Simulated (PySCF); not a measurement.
# Co: excitation energy in aug-cc-pwCVTZ-DK

Each state of cobalt is computed at each level; their differences give the excitation energy. How far do the methods differ?

Program: PySCF 2.14.0. Level of theory: unrestricted determinants in a Gaussian basis, no spin-orbit coupling in the energies. These are calculated values, not measurements, unless marked.

## (1) Starting point

```
Element                                   : cobalt (Z = 27)
Basis                                     : aug-cc-pwCVTZ-DK (10s9p7d4f3g, 127 functions)
Hamiltonian                               : the spin-free X2C one-electron Hamiltonian (Gaussian nucleus)
State 1                                   : Co: [Ar] 3d7 4s1 5s1, high-spin 6F determinant (an excited configuration)
Needed too, but not shown                 : Co [Ar] 3d7 4s2 (4F)
Methods                                   : UHF, LDA, PBE, PBE0, r2SCAN, wB97M-V, TPSSh, BHandHLYP, MP2
Core shells frozen in the correlated runs : valence: [Ar]; valence and next inner shell: [Ne]; all electrons: nothing (for Co)
```

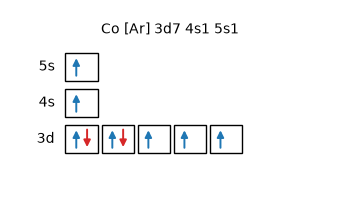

Outer shells as boxes.

The runs were made by one driver on top of PySCF. The scripts below sum up each run's settings (the driver also hands on starting orbitals that pick excited configurations, and frozen orbitals as a list rather than a count), and the logs come from the driver's own runs. The driver starts from symmetry-adapted Hartree-Fock orbitals, holds the occupation by maximum overlap and uses a logarithmic radial grid for functionals, so a plain start would take other cycles.

The integrals over 127 functions and the set-up took 6.4 s of CPU time.

## (2) Co [Ar] 3d7 4s1 5s1: the ladder of methods

#### UHF

Input file input.py:

```python
from pyscf import gto, scf, dft, mp, cc
import basis_set_exchange as bse
mol = gto.M(atom="Co 0 0 0", charge=0, spin=5, symmetry="D2h",
            basis=gto.basis.parse(bse.get_basis("aug-cc-pwCVTZ-DK", elements=["Co"], fmt="nwchem")),
            nucmod="G")
mf = scf.UHF(mol).sfx2c1e()
mf.irrep_nelec = {'Ag': (7, 4), 'B1g': (1, 1), 'B2g': (1, 0), 'B3g': (1, 0), 'B1u': (2, 2), 'B2u': (2, 2), 'B3u': (2, 2)}
mf.kernel()
```

Standard output:

```text
damping factor = 0
level_shift factor = 0
DIIS = <class 'pyscf.scf.diis.CDIIS'>
diis_start_cycle = 1
diis_space = 10
diis_damp = 0
SCF conv_tol = 1e-09
SCF conv_tol_grad = None
number electrons alpha = 16  beta = 11
cycle= 1 E= -1391.72354164136  delta_E= -0.00824  |g|= 0.0385  |ddm|= 0.0311
cycle= 2 E= -1391.72373998498  delta_E= -0.000198  |g|= 0.00684  |ddm|= 0.00705
cycle= 3 E= -1391.72374906422  delta_E= -9.08e-06  |g|= 0.00201  |ddm|= 0.00462
cycle= 4 E= -1391.723749855  delta_E= -7.91e-07  |g|= 0.000656  |ddm|= 0.00163
cycle= 5 E= -1391.72375015942  delta_E= -3.04e-07  |g|= 0.000145  |ddm|= 0.000941
cycle= 6 E= -1391.72375017329  delta_E= -1.39e-08  |g|= 2.25e-05  |ddm|= 0.000322
cycle= 7 E= -1391.72375017348  delta_E= -1.85e-10  |g|= 4.08e-06  |ddm|= 6.51e-05
converged SCF energy = -1391.72375017348  <S^2> = 8.7525713  2S+1 = 6.000857
```

It used 5.3 s of CPU time after the integrals (shared host).

The occupied shells:

| shell | electrons | mean orbital energy (eV) | spread (eV) | rms radius (bohr) |
| --- | --- | --- | --- | --- |
| 1s α | 1 | -7780.9 | 0 | 0.0649 |
| 1s β | 1 | -7780.8 | 0 | 0.0649 |
| 2s α | 1 | -971.10 | 0 | 0.276 |
| 2s β | 1 | -968.29 | 0 | 0.276 |
| 2p α | 3 | -828.71 | 0 | 0.249 |
| 2p β | 3 | -826.06 | 0 | 0.249 |
| 3s α | 1 | -134.37 | 0 | 0.831 |
| 3s β | 1 | -126.41 | 0 | 0.831 |
| 3p α | 3 | -91.700 | 0 | 0.890 |
| 3p β | 3 | -82.447 | 0 | 0.890 |
| 3d α | 5 | -23.898 | 1.471 | 1.15 |
| 3d β | 2 | -20.202 | 0 | 1.15 |
| 4s α | 1 | -12.270 | 0 | 2.89 |
| 5s α | 1 | -2.459 | 0 | 8.67 |

⟨S²⟩ = 8.753, ⟨L²⟩ = 12.03.

Spin-orbit constants on these orbitals (cm⁻¹; bare nucleus, screened nucleus, mean field): 3d 944.2, 594.5, n/a. To first order in LS coupling the lowest level has J = 11/2 and lies 0.111 eV below the centre of the term.

#### LDA

input.py differs from the last one in:

```diff
@@ -5,3 +5,3 @@
             nucmod="G")
-mf = scf.UHF(mol).sfx2c1e()
+mf = dft.UKS(mol, xc="LDA,VWN").sfx2c1e()
 mf.irrep_nelec = {'Ag': (7, 4), 'B1g': (1, 1), 'B2g': (1, 0), 'B3g': (1, 0), 'B1u': (2, 2), 'B2u': (2, 2), 'B3u': (2, 2)}
```

Standard output:

```text
damping factor = 0
level_shift factor = 0
DIIS = <class 'pyscf.scf.diis.CDIIS'>
diis_start_cycle = 1
diis_space = 10
diis_damp = 0
SCF conv_tol = 1e-09
SCF conv_tol_grad = None
number electrons alpha = 16  beta = 11
XC functionals = LDA,VWN
    P. A. M. Dirac.,  Math. Proc. Cambridge Philos. Soc. 26, 376 (1930)
    F. Bloch.,  Z. Phys. 57, 545 (1929)
    S. H. Vosko, L. Wilk, and M. Nusair.,  Can. J. Phys. 58, 1200 (1980)
cycle= 1 E= -1390.37278966379  delta_E= -0.0288  |g|= 0.195  |ddm|= 0.902
cycle= 2 E= -1390.35554854457  delta_E= 0.0172  |g|= 0.409  |ddm|= 0.412
cycle= 3 E= -1390.38004718201  delta_E= -0.0245  |g|= 0.0324  |ddm|= 0.231
cycle= 4 E= -1390.38026064969  delta_E= -0.000213  |g|= 0.00165  |ddm|= 0.0312
cycle= 5 E= -1390.38026110834  delta_E= -4.59e-07  |g|= 8.77e-05  |ddm|= 0.0042
cycle= 6 E= -1390.38026111005  delta_E= -1.71e-09  |g|= 1.01e-05  |ddm|= 0.0011
cycle= 7 E= -1390.38026111008  delta_E= -2.16e-11  |g|= 3.63e-07  |ddm|= 4.05e-05
converged SCF energy = -1390.38026111008  <S^2> = 8.750648  2S+1 = 6.000216
```

CPU time 2 s on a shared host, the integrals not counted.

#### PBE

input.py differs from the last one in:

```diff
@@ -5,3 +5,3 @@
             nucmod="G")
-mf = dft.UKS(mol, xc="LDA,VWN").sfx2c1e()
+mf = dft.UKS(mol, xc="PBE").sfx2c1e()
 mf.irrep_nelec = {'Ag': (7, 4), 'B1g': (1, 1), 'B2g': (1, 0), 'B3g': (1, 0), 'B1u': (2, 2), 'B2u': (2, 2), 'B3u': (2, 2)}
```

Standard output:

```text
damping factor = 0
level_shift factor = 0
DIIS = <class 'pyscf.scf.diis.CDIIS'>
diis_start_cycle = 1
diis_space = 10
diis_damp = 0
SCF conv_tol = 1e-09
SCF conv_tol_grad = None
number electrons alpha = 16  beta = 11
XC functionals = PBE
    J. P. Perdew, K. Burke, and M. Ernzerhof.,  Phys. Rev. Lett. 77, 3865 (1996)
    J. P. Perdew, K. Burke, and M. Ernzerhof.,  Phys. Rev. Lett. 78, 1396 (1997)
    J. P. Perdew, K. Burke, and M. Ernzerhof.,  Phys. Rev. Lett. 77, 3865 (1996)
    J. P. Perdew, K. Burke, and M. Ernzerhof.,  Phys. Rev. Lett. 78, 1396 (1997)
cycle= 1 E= -1392.8079598876  delta_E= -0.0208  |g|= 0.162  |ddm|= 0.864
cycle= 2 E= -1392.79626300659  delta_E= 0.0117  |g|= 0.337  |ddm|= 0.491
cycle= 3 E= -1392.81322915823  delta_E= -0.017  |g|= 0.0286  |ddm|= 0.204
cycle= 4 E= -1392.81339823795  delta_E= -0.000169  |g|= 0.00052  |ddm|= 0.11
cycle= 5 E= -1392.81339888397  delta_E= -6.46e-07  |g|= 0.000165  |ddm|= 0.0546
cycle= 6 E= -1392.81339895503  delta_E= -7.11e-08  |g|= 2.19e-05  |ddm|= 0.0213
cycle= 7 E= -1392.81339895669  delta_E= -1.66e-09  |g|= 3.32e-06  |ddm|= 0.00371
cycle= 8 E= -1392.8133989567  delta_E= -5e-12  |g|= 2.07e-07  |ddm|= 0.000148
converged SCF energy = -1392.8133989567  <S^2> = 8.7505169  2S+1 = 6.0001723
```

It used 3.5 s of CPU time after the integrals (shared host).

#### PBE0

input.py differs from the last one in:

```diff
@@ -5,3 +5,3 @@
             nucmod="G")
-mf = dft.UKS(mol, xc="PBE").sfx2c1e()
+mf = dft.UKS(mol, xc="PBE0").sfx2c1e()
 mf.irrep_nelec = {'Ag': (7, 4), 'B1g': (1, 1), 'B2g': (1, 0), 'B3g': (1, 0), 'B1u': (2, 2), 'B2u': (2, 2), 'B3u': (2, 2)}
```

Standard output:

```text
damping factor = 0
level_shift factor = 0
DIIS = <class 'pyscf.scf.diis.CDIIS'>
diis_start_cycle = 1
diis_space = 10
diis_damp = 0
SCF conv_tol = 1e-09
SCF conv_tol_grad = None
number electrons alpha = 16  beta = 11
XC functionals = PBE0
    C. Adamo and V. Barone.,  J. Chem. Phys. 110, 6158 (1999)
    M. Ernzerhof and G. E. Scuseria.,  J. Chem. Phys. 110, 5029 (1999)
cycle= 1 E= -1392.82451025067  delta_E= -0.0142  |g|= 0.0709  |ddm|= 0.596
cycle= 2 E= -1392.82368872457  delta_E= 0.000822  |g|= 0.114  |ddm|= 0.308
cycle= 3 E= -1392.82554784535  delta_E= -0.00186  |g|= 0.00626  |ddm|= 0.098
cycle= 4 E= -1392.8255615873  delta_E= -1.37e-05  |g|= 0.00138  |ddm|= 0.116
cycle= 5 E= -1392.82556321809  delta_E= -1.63e-06  |g|= 0.000153  |ddm|= 0.0691
cycle= 6 E= -1392.82556336655  delta_E= -1.48e-07  |g|= 4.49e-05  |ddm|= 0.0266
cycle= 7 E= -1392.82556337544  delta_E= -8.89e-09  |g|= 6.57e-06  |ddm|= 0.00727
cycle= 8 E= -1392.82556337563  delta_E= -1.96e-10  |g|= 3.4e-07  |ddm|= 0.00122
converged SCF energy = -1392.82556337563  <S^2> = 8.7508504  2S+1 = 6.0002835
```

It used 5.4 s of CPU time after the integrals (shared host).

#### r2SCAN

input.py differs from the last one in:

```diff
@@ -5,3 +5,3 @@
             nucmod="G")
-mf = dft.UKS(mol, xc="PBE0").sfx2c1e()
+mf = dft.UKS(mol, xc="R2SCAN").sfx2c1e()
 mf.irrep_nelec = {'Ag': (7, 4), 'B1g': (1, 1), 'B2g': (1, 0), 'B3g': (1, 0), 'B1u': (2, 2), 'B2u': (2, 2), 'B3u': (2, 2)}
```

Standard output:

```text
damping factor = 0
level_shift factor = 0
DIIS = <class 'pyscf.scf.diis.CDIIS'>
diis_start_cycle = 1
diis_space = 10
diis_damp = 0
SCF conv_tol = 1e-09
SCF conv_tol_grad = None
number electrons alpha = 16  beta = 11
XC functionals = R2SCAN
    J. W. Furness, A. D. Kaplan, J. Ning, J. P. Perdew, and J. Sun.,  J. Phys. Chem. Lett. 11, 8208-8215 (2020)
    J. W. Furness, A. D. Kaplan, J. Ning, J. P. Perdew, and J. Sun.,  J. Phys. Chem. Lett. 11, 9248-9248 (2020)
    J. W. Furness, A. D. Kaplan, J. Ning, J. P. Perdew, and J. Sun.,  J. Phys. Chem. Lett. 11, 8208-8215 (2020)
    J. W. Furness, A. D. Kaplan, J. Ning, J. P. Perdew, and J. Sun.,  J. Phys. Chem. Lett. 11, 9248-9248 (2020)
cycle= 1 E= -1393.01780493211  delta_E= -0.0163  |g|= 0.109  |ddm|= 1.15
cycle= 2 E= -1393.01391257308  delta_E= 0.00389  |g|= 0.204  |ddm|= 0.266
cycle= 3 E= -1393.02008218319  delta_E= -0.00617  |g|= 0.0133  |ddm|= 0.119
cycle= 4 E= -1393.02011866204  delta_E= -3.65e-05  |g|= 0.0015  |ddm|= 0.0298
cycle= 5 E= -1393.0201191099  delta_E= -4.48e-07  |g|= 0.000113  |ddm|= 0.00611
cycle= 6 E= -1393.02011911335  delta_E= -3.44e-09  |g|= 2.15e-05  |ddm|= 0.000326
cycle= 7 E= -1393.02011911345  delta_E= -9.89e-11  |g|= 5.67e-07  |ddm|= 3.76e-05
converged SCF energy = -1393.02011911345  <S^2> = 8.7509691  2S+1 = 6.000323
```

It used 6.8 s of CPU time after the integrals (shared host).

#### wB97M-V

input.py differs from the last one in:

```diff
@@ -5,3 +5,3 @@
             nucmod="G")
-mf = dft.UKS(mol, xc="R2SCAN").sfx2c1e()
+mf = dft.UKS(mol, xc="WB97M_V").sfx2c1e()
 mf.irrep_nelec = {'Ag': (7, 4), 'B1g': (1, 1), 'B2g': (1, 0), 'B3g': (1, 0), 'B1u': (2, 2), 'B2u': (2, 2), 'B3u': (2, 2)}
```

Standard output:

```text
damping factor = 0
level_shift factor = 0
DIIS = <class 'pyscf.scf.diis.CDIIS'>
diis_start_cycle = 1
diis_space = 10
diis_damp = 0
SCF conv_tol = 1e-09
SCF conv_tol_grad = None
number electrons alpha = 16  beta = 11
XC functionals = WB97M_V
    N. Mardirossian and M. Head-Gordon.,  J. Chem. Phys. 144, 214110 (2016)
NLC functional = WB97M_V
cycle= 1 E= -1392.88856529682  delta_E= 0.0204  |g|= 0.0841  |ddm|=   48
cycle= 2 E= -1392.92013406877  delta_E= -0.0316  |g|= 0.0652  |ddm|= 41.4
cycle= 3 E= -1392.9235508914  delta_E= -0.00342  |g|= 0.0225  |ddm|= 4.02
cycle= 4 E= -1392.92464689555  delta_E= -0.0011  |g|= 0.00572  |ddm|=  2.7
cycle= 5 E= -1392.92468070001  delta_E= -3.38e-05  |g|= 0.00127  |ddm|= 0.139
cycle= 6 E= -1392.92468867396  delta_E= -7.97e-06  |g|= 0.00068  |ddm|= 0.281
cycle= 7 E= -1392.9246903411  delta_E= -1.67e-06  |g|= 0.000166  |ddm|= 0.0912
cycle= 8 E= -1392.92469038519  delta_E= -4.41e-08  |g|= 6.55e-05  |ddm|= 0.0127
cycle= 9 E= -1392.92469037823  delta_E= 6.96e-09  |g|= 8.56e-05  |ddm|= 0.00216
cycle= 10 E= -1392.9246903831  delta_E= -4.87e-09  |g|= 8.66e-05  |ddm|= 0.00203
cycle= 11 E= -1392.92469038613  delta_E= -3.03e-09  |g|= 6.52e-05  |ddm|= 0.00102
cycle= 12 E= -1392.92469038564  delta_E= 4.87e-10  |g|= 2.93e-05  |ddm|= 0.000125
converged SCF energy = -1392.92469038564  <S^2> = 8.7514688  2S+1 = 6.0004896
```

It used 23 s of CPU time after the integrals (shared host).

#### TPSSh

input.py differs from the last one in:

```diff
@@ -5,3 +5,3 @@
             nucmod="G")
-mf = dft.UKS(mol, xc="WB97M_V").sfx2c1e()
+mf = dft.UKS(mol, xc="TPSSH").sfx2c1e()
 mf.irrep_nelec = {'Ag': (7, 4), 'B1g': (1, 1), 'B2g': (1, 0), 'B3g': (1, 0), 'B1u': (2, 2), 'B2u': (2, 2), 'B3u': (2, 2)}
```

Standard output:

```text
damping factor = 0
level_shift factor = 0
DIIS = <class 'pyscf.scf.diis.CDIIS'>
diis_start_cycle = 1
diis_space = 10
diis_damp = 0
SCF conv_tol = 1e-09
SCF conv_tol_grad = None
number electrons alpha = 16  beta = 11
XC functionals = TPSSH
    V. N. Staroverov, G. E. Scuseria, J. Tao, and J. P. Perdew.,  J. Chem. Phys. 119, 12129 (2003)
cycle= 1 E= -1393.06028391104  delta_E= -0.0161  |g|= 0.12  |ddm|= 0.909
cycle= 2 E= -1393.05612151365  delta_E= 0.00416  |g|= 0.218  |ddm|= 0.401
cycle= 3 E= -1393.0630544294  delta_E= -0.00693  |g|= 0.0133  |ddm|= 0.134
cycle= 4 E= -1393.06309342088  delta_E= -3.9e-05  |g|= 0.0016  |ddm|= 0.0964
cycle= 5 E= -1393.06309438123  delta_E= -9.6e-07  |g|= 0.000176  |ddm|= 0.0516
cycle= 6 E= -1393.06309441805  delta_E= -3.68e-08  |g|= 2.35e-05  |ddm|= 0.0143
cycle= 7 E= -1393.0630944197  delta_E= -1.65e-09  |g|= 2.3e-06  |ddm|= 0.00358
cycle= 8 E= -1393.06309441974  delta_E= -3.52e-11  |g|= 1.4e-07  |ddm|= 0.000591
converged SCF energy = -1393.06309441974  <S^2> = 8.7507588  2S+1 = 6.0002529
```

CPU time 9.6 s on a shared host, the integrals not counted.

#### BHandHLYP

input.py differs from the last one in:

```diff
@@ -5,3 +5,3 @@
             nucmod="G")
-mf = dft.UKS(mol, xc="TPSSH").sfx2c1e()
+mf = dft.UKS(mol, xc="BHANDHLYP").sfx2c1e()
 mf.irrep_nelec = {'Ag': (7, 4), 'B1g': (1, 1), 'B2g': (1, 0), 'B3g': (1, 0), 'B1u': (2, 2), 'B2u': (2, 2), 'B3u': (2, 2)}
```

Standard output:

```text
damping factor = 0
level_shift factor = 0
DIIS = <class 'pyscf.scf.diis.CDIIS'>
diis_start_cycle = 1
diis_space = 10
diis_damp = 0
SCF conv_tol = 1e-09
SCF conv_tol_grad = None
number electrons alpha = 16  beta = 11
XC functionals = BHANDHLYP
    A. D. Becke.,  J. Chem. Phys. 98, 1372 (1993)
    Defined through Gaussian implementation.
cycle= 1 E= -1393.01787564787  delta_E= -0.0102  |g|= 0.0329  |ddm|= 0.362
cycle= 2 E= -1393.01795893433  delta_E= -8.33e-05  |g|= 0.0344  |ddm|= 0.16
cycle= 3 E= -1393.01812906389  delta_E= -0.00017  |g|= 0.00424  |ddm|= 0.0496
cycle= 4 E= -1393.0181337633  delta_E= -4.7e-06  |g|= 0.00106  |ddm|= 0.061
cycle= 5 E= -1393.01813441859  delta_E= -6.55e-07  |g|= 0.000123  |ddm|= 0.0313
cycle= 6 E= -1393.01813448712  delta_E= -6.85e-08  |g|= 2.37e-05  |ddm|= 0.0153
cycle= 7 E= -1393.01813448951  delta_E= -2.39e-09  |g|= 2.05e-06  |ddm|= 0.00317
cycle= 8 E= -1393.01813448954  delta_E= -3e-11  |g|= 4.67e-07  |ddm|= 0.000319
converged SCF energy = -1393.01813448954  <S^2> = 8.752126  2S+1 = 6.0007086
```

CPU time 5.6 s on a shared host, the integrals not counted.

#### MP2 (valence)

input.py differs from the last one in:

```diff
@@ -5,4 +5,5 @@
             nucmod="G")
-mf = dft.UKS(mol, xc="BHANDHLYP").sfx2c1e()
+mf = scf.UHF(mol).sfx2c1e()
 mf.irrep_nelec = {'Ag': (7, 4), 'B1g': (1, 1), 'B2g': (1, 0), 'B3g': (1, 0), 'B1u': (2, 2), 'B2u': (2, 2), 'B3u': (2, 2)}
 mf.kernel()
+mp.UMP2(mf, frozen=9).kernel()
```

This step left no log, only its results.

It used 1.6 s of CPU time after the integrals (shared host).

With 9 electrons correlated, the MP2 correlation energy is -0.23378 hartree (-0.10475 same spin, -0.12903 opposite spin); the SCS form gives -0.18975. Largest pairs of shells: 3d-3d -0.2061, 3d-4s -0.0237, 3d-5s -0.0020, 4s-5s -0.0019, 4s-4s 0.0000.

## (3) Co [Ar] 3d7 4s1 5s1, continued

#### MP2 (valence and next inner shell)

Edit input.py of step 2 so:

```diff
@@ -8,2 +8,2 @@
 mf.kernel()
-mp.UMP2(mf, frozen=9).kernel()
+mp.UMP2(mf, frozen=5).kernel()
```

The driver printed no log here.

CPU time 2 s on a shared host, the integrals not counted.

With 17 electrons correlated, the MP2 correlation energy is -0.67197 hartree (-0.22225 same spin, -0.44972 opposite spin); the SCS form gives -0.61375. Largest pairs of shells: 3p-3d -0.2501, 3d-3d -0.2061, 3p-3p -0.0814, 3s-3d -0.0500, 3s-3p -0.0409.

#### MP2 (all electrons)

input.py differs from the last one in:

```diff
@@ -8,2 +8,2 @@
 mf.kernel()
-mp.UMP2(mf, frozen=5).kernel()
+mp.UMP2(mf, frozen=0).kernel()
```

No log was kept for this step.

CPU time 2.6 s on a shared host, the integrals not counted.

With 27 electrons correlated, the MP2 correlation energy is -0.91065 hartree (-0.30438 same spin, -0.60628 opposite spin); the SCS form gives -0.82899. Largest pairs of shells: 3p-3d -0.2501, 3d-3d -0.2061, 2p-2p -0.1019, 3p-3p -0.0814, 3s-3d -0.0500.

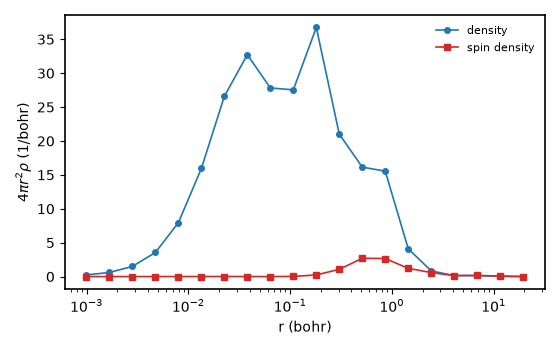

Radial density 4πr²ρ of Co at UHF, at 20 stored radii joined by straight lines.

## (4) Differences of total energies

Excitation energy: Co [Ar] 3d7 4s2 (4F) → Co [Ar] 3d7 4s1 5s1 (6F).

```
                                method  value (eV)
                                   UHF       4.323
                                   LDA       5.826
                                   PBE       5.514
                                  PBE0       5.323
                                r2SCAN       5.431
                               wB97M-V       5.794
                                 TPSSh       5.301
                             BHandHLYP       5.548
                         MP2 (valence)       5.399
                     SCS-MP2 (valence)       5.601
    MP2 (valence and next inner shell)       5.478
SCS-MP2 (valence and next inner shell)       5.608
                   MP2 (all electrons)       5.478
               SCS-MP2 (all electrons)       5.608
```

The differences also use runs on Co [Ar] 3d7 4s2 (4F), which are not shown here.

## (5) Outcome

| quantity | value |
| --- | --- |
| excitation energy, Co → [Ar] 3d7 4s1 5s1 | UHF 4.323, MP2 (all electrons) 5.478 eV |

**Reading.** The methods span 1.503 eV, from UHF (4.323) to LDA (5.826). No reference value is at hand in this session. All values hold for this basis alone; no basis-set limit was taken.
